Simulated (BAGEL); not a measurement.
# CH4BN2Si− (SMILES N#CB(N)[SiH2-]): HF/def2-SVP (density fitting with qzvpp-jkfit)

Aim: the energy change on altering one bond length of CH4BN2Si− at HF/def2-SVP (density fitting with qzvpp-jkfit), from 2 runs. 

Program for the calculation: BAGEL 1.2.2.

2 further runs of the same task are left out: 1 that didn't finish, 1 set aside as unsound or not needed. Runs told in other sessions of the task aren't counted.

## 1. Starting point

The species is CH4BN2Si− (9 atoms), meant as a singlet with charge -1. SMILES: `N#CB(N)[SiH2-]`. The shape is that of a GFN2-xTB optimisation. This is one conformer, not always the lowest.

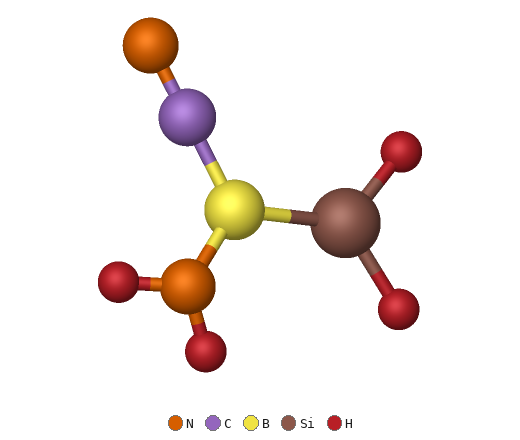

Viewed from a chosen angle; nitrogen orange, carbon purple, boron yellow, silicon brown, hydrogen red.

## 2. A single-point energy at HF/def2-SVP (density fitting with qzvpp-jkfit)

Input file input.json:

```json
{ "bagel" : [

{
  "title" : "molecule",
  "basis" : "svp",
  "df_basis" : "qzvpp-jkfit",
  "angstrom" : true,
  "geometry" : [
    { "atom" : "N", "xyz" : [    1.786680,   -2.206970,   -0.553010 ] },
    { "atom" : "C", "xyz" : [    1.132930,   -1.261000,   -0.353540 ] },
    { "atom" : "B", "xyz" : [    0.256570,   -0.065000,   -0.105960 ] },
    { "atom" : "N", "xyz" : [    0.570070,    1.151470,   -0.898590 ] },
    { "atom" : "Si", "xyz" : [   -1.096760,   -0.149090,    1.149720 ] },
    { "atom" : "H", "xyz" : [    1.028940,    1.025170,   -1.789760 ] },
    { "atom" : "H", "xyz" : [   -0.155730,    1.849580,   -0.976080 ] },
    { "atom" : "H", "xyz" : [   -1.445460,   -1.254520,    2.053800 ] },
    { "atom" : "H", "xyz" : [   -2.077240,    0.910360,    1.473410 ] }
  ]
},
{
  "title" : "hf",
  "charge" : -1
},
{
  "title" : "print",
  "file" : "orbitals.molden",
  "orbitals" : true
}

]}
```

On the command line:

```console
$ BAGEL_NUM_THREADS=1 BAGEL input.json > input.out
```

Log:

```text
* using 1 threads per process

  ===============================================================
  ===============================================================

  *** Geometry ***

  { "atom" : "N", "xyz" : [      3.376336,     -4.170569,     -1.045037 ] },
  { "atom" : "C", "xyz" : [      2.140927,     -2.382945,     -0.668094 ] },
  { "atom" : "B", "xyz" : [      0.484847,     -0.122832,     -0.200235 ] },
  { "atom" : "N", "xyz" : [      1.077276,      2.175963,     -1.698089 ] },
  { "atom" : "Si", "xyz" : [     -2.072576,     -0.281739,      2.172656 ] },
  { "atom" : "H", "xyz" : [      1.944415,      1.937291,     -3.382156 ] },
  { "atom" : "H", "xyz" : [     -0.294287,      3.495200,     -1.844524 ] },
  { "atom" : "H", "xyz" : [     -2.731524,     -2.370699,      3.881120 ] },
  { "atom" : "H", "xyz" : [     -3.925415,      1.720331,      2.784341 ] },

  Number of auxiliary basis functions:      504

  Since a DF basis is specified, we compute 2- and 3-index integrals:
    o Being stored without compression. Storage requirement is 0.036 GB

  Number of basis functions:       94
  Number of electrons      :       43

    * METHOD: MOLECULE                             0.27

  *** RHF ***

  === Nuclear Repulsion ===
   167.2221126352

      * DIIS with orbital gradients will be used.

  === RHF iteration (svp) ===
      0       -462.12854571          0.02033513           0.08
      1       -462.36195409          0.01407378           0.08
      2       -462.48207588          0.00215271           0.08
      3       -462.48676062          0.00131914           0.07
      4       -462.48797206          0.00031534           0.08
      5       -462.48814405          0.00015566           0.07
      6       -462.48819122          0.00007868           0.07
      7       -462.48820951          0.00002793           0.07
      8       -462.48821126          0.00001699           0.07
      9       -462.48821189          0.00000761           0.08
     10       -462.48821200          0.00000474           0.08
     11       -462.48821204          0.00000227           0.08
     12       -462.48821205          0.00000079           0.08
     13       -462.48821205          0.00000039           0.08
     14       -462.48821205          0.00000013           0.08
     15       -462.48821205          0.00000006           0.07
     16       -462.48821205          0.00000002           0.07
     17       -462.48821205          0.00000001           0.07
     18       -462.48821205          0.00000001           0.07
    * SCF iteration converged.

    * Permanent dipole moment:
           (   -0.033968,    -1.011495,     0.967989) a.u.

    * METHOD: HF                                   1.64

    * METHOD: PRINT                                0.02

  ===============================================================
```

Wall time 2.1 s (1 thread of Arm Neoverse V1, shared host); peak memory 0.14 GiB.

## 3. The distorted shape, same level

Input file hf.json:

```json
{ "bagel": [

{
  "title": "molecule",
  "basis": "svp",
  "df_basis": "qzvpp-jkfit",
  "angstrom": true,
  "geometry": [
    { "atom": "N", "xyz": [       2.838301,      -3.642155,      -0.850103 ] },
    { "atom": "C", "xyz": [       2.184551,      -2.696185,      -0.650633 ] },
    { "atom": "B", "xyz": [       0.256570,      -0.065000,      -0.105960 ] },
    { "atom": "N", "xyz": [       0.570070,       1.151470,      -0.898590 ] },
    { "atom": "Si", "xyz": [      -1.096760,      -0.149090,       1.149720 ] },
    { "atom": "H", "xyz": [       1.028940,       1.025170,      -1.789760 ] },
    { "atom": "H", "xyz": [      -0.155730,       1.849580,      -0.976080 ] },
    { "atom": "H", "xyz": [      -1.445460,      -1.254520,       2.053800 ] },
    { "atom": "H", "xyz": [      -2.077240,       0.910360,       1.473410 ] }
  ]
},

{ "title": "hf", "charge": -1 },

{ "title": "print", "file": "orbitals.molden", "orbitals": true }

]}
```

On the command line:

```console
$ BAGEL_NUM_THREADS=1 BAGEL hf.json > hf.out
```

Log:

```text
* using 1 threads per process

  ===============================================================
  ===============================================================

  *** Geometry ***

  { "atom" : "N", "xyz" : [      5.363612,     -6.882675,     -1.606462 ] },
  { "atom" : "C", "xyz" : [      4.128203,     -5.095051,     -1.229518 ] },
  { "atom" : "B", "xyz" : [      0.484847,     -0.122832,     -0.200235 ] },
  { "atom" : "N", "xyz" : [      1.077276,      2.175963,     -1.698089 ] },
  { "atom" : "Si", "xyz" : [     -2.072576,     -0.281739,      2.172656 ] },
  { "atom" : "H", "xyz" : [      1.944415,      1.937291,     -3.382156 ] },
  { "atom" : "H", "xyz" : [     -0.294287,      3.495200,     -1.844524 ] },
  { "atom" : "H", "xyz" : [     -2.731524,     -2.370699,      3.881120 ] },
  { "atom" : "H", "xyz" : [     -3.925415,      1.720331,      2.784341 ] },

  Number of auxiliary basis functions:      504

  Since a DF basis is specified, we compute 2- and 3-index integrals:
    o Being stored without compression. Storage requirement is 0.036 GB

  Number of basis functions:       94
  Number of electrons      :       43

    * METHOD: MOLECULE                             0.27

  *** RHF ***

  === Nuclear Repulsion ===
   141.3691740463

      * DIIS with orbital gradients will be used.

  === RHF iteration (svp) ===
      0       -462.07439204          0.01866291           0.08
      1       -462.25871434          0.01258821           0.08
      2       -462.34761542          0.00228059           0.08
      3       -462.35168905          0.00115444           0.08
      4       -462.35278547          0.00024705           0.08
      5       -462.35286991          0.00011037           0.08
      6       -462.35289657          0.00005427           0.08
      7       -462.35290935          0.00002507           0.08
      8       -462.35291301          0.00001914           0.08
      9       -462.35291641          0.00001384           0.08
     10       -462.35291847          0.00000785           0.08
     11       -462.35291931          0.00000229           0.08
     12       -462.35291934          0.00000116           0.08
     13       -462.35291934          0.00000045           0.08
     14       -462.35291934          0.00000024           0.08
     15       -462.35291934          0.00000012           0.08
     16       -462.35291934          0.00000006           0.08
     17       -462.35291934          0.00000005           0.08
     18       -462.35291934          0.00000004           0.08
     19       -462.35291934          0.00000003           0.08
     20       -462.35291934          0.00000002           0.08
     21       -462.35291934          0.00000001           0.08
    * SCF iteration converged.

    * Permanent dipole moment:
           (    2.223199,    -3.665291,     0.168747) a.u.

    * METHOD: HF                                   1.94

    * METHOD: PRINT                                0.02

  ===============================================================
```

Run time: 2.4 s. Hardware: 1 thread of Arm Neoverse V1, shared host; peak memory 0.14 GiB.

## 4. Summary of results

Level: HF/def2-SVP (density fitting with qzvpp-jkfit).

```
                                                              quantity          value
                                             first shape: total energy  -462.48821 Eh
                                              first shape: HOMO energy       -1.21 eV
                                              first shape: LUMO energy        7.68 eV
    first shape: HOMO–LUMO gap (to an unbound level, set by the basis)        8.89 eV
                                         distorted shape: total energy  -462.35292 Eh
                                          distorted shape: HOMO energy       -3.05 eV
                                          distorted shape: LUMO energy        4.50 eV
distorted shape: HOMO–LUMO gap (to an unbound level, set by the basis)        7.55 eV
     energy change with the C2–B3 bond stretched from 1.503 to 3.307 Å       3.682 eV
```

**Reading.** With the C2–B3 bond stretched from 1.503 to 3.307 Å the energy rises by 3.68 eV (85 kcal/mol). The first shape isn't relaxed at this level, so the change isn't measured from a minimum.
